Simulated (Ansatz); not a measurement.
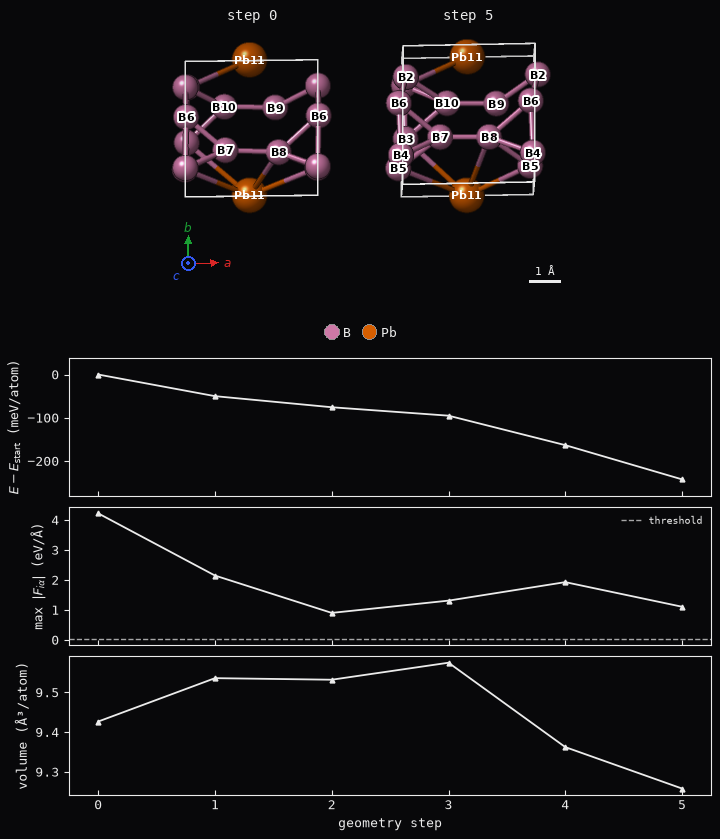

First and last geometry of a relaxation of solid B10Pb (a generated structure, set up in P1) (coarse preliminary run), with the history of the run. Style: ball-and-stick. Shown: the cell of the calculation, along the c axis.

Method: DFT PBE, scalar-relativistic, plane waves, PAW (Ansatz 0.2.0).

The input:
```yaml
crystal:
  lattice:
    - [0.0869240328, -0.0903555463, 4.4088336595]
    - [5.256365014, -0.0444768348, 0.1041518949]
    - [-2.6667005758, 4.5007237937, -0.145834902]
  atoms:
    - { symbol: B, position: [0.0136989075, 0.8073092259, 0.209571571] }
    - { symbol: B, position: [0.0010193938, 0.8084225122, 0.5896639949] }
    - { symbol: B, position: [0.0117137307, 0.3996629586, 0.1954492821] }
    - { symbol: B, position: [0.0009938342, 0.2140190217, 0.7761726313] }
    - { symbol: B, position: [-0.0024205273, 0.2022855048, 0.4175132598] }
    - { symbol: B, position: [0.0069705486, 0.5883172461, 0.814792505] }
    - { symbol: B, position: [0.302588238, 0.3407193389, 0.6697859313] }
    - { symbol: B, position: [0.7054208639, 0.3212331744, 0.6475929152] }
    - { symbol: B, position: [0.6790369836, 0.6513522105, 0.3303541268] }
    - { symbol: B, position: [0.2954227307, 0.6611810633, 0.3388642348] }
    - { symbol: Pb, position: [0.4855552964, 0.0054977436, 0.0102395477] }
basis:
  ecutwfc: 420
kpoints:
  mp_grid: { grid: [6, 6, 6] }
hamiltonian:
  xc: pbe
scf:
  occupations: { method: gaussian, width: 0.2 }
  lower_state_search: "off"
output:
  forces: true
  stress: true
  eigenvalues: true
relax:
  adjacent_minimum: "off"
  f_tol: 0.025
  max_steps: 60
  cell: { stress_tol: 0.25 }
```

Command:
```bash
ansatz run input.yaml --threads 1 --pin off --max-ram 2560MiB --backend cpu --events-out ev --progress --plain --runs-dir out
```

What do the curves and the structures tell?

Answer. The run was cut off at its time limit before the relaxation converged, so the last structure is only a point on the way. The largest move relative to the cell is that of B9, 0.32 Å roughly along [2 −1 3]. By element the largest moves are B 0.32 Å, Pb 0.10 Å. The volume changes by −1.8 %, with a 4.411 → 4.387 Å (−0.5 %), b 5.258 → 5.084 Å (−3.3 %), c 5.233 → 4.871 Å (−6.9 %), α 121.1° → 110.3°, β 93.2° → 91.8°. Near-neighbour distances that change, for instance: B8–B9 2.954 → 2.179 Å, B7–B10 2.974 → 2.209 Å, B5–B6 2.019 → 2.454 Å, B2–B5 2.651 → 2.315 Å. Bond angles that change, for instance: B3–B5–B7 104.5° → 83.3°, B3–B5–B4 150.7° → 131.9°, B2–B6–B7 104.0° → 86.7°. The space group stays P1 (No. 1). Over 5 geometry steps the energy falls by 242 meV per atom. The largest force component goes from 4.2 to 1.1 eV/Å. The pressure goes from 4.72 to −2.61 GPa. The run took 9.8 min on 1 thread of Arm Neoverse N1 (shared host), peak memory 0.58 GiB.
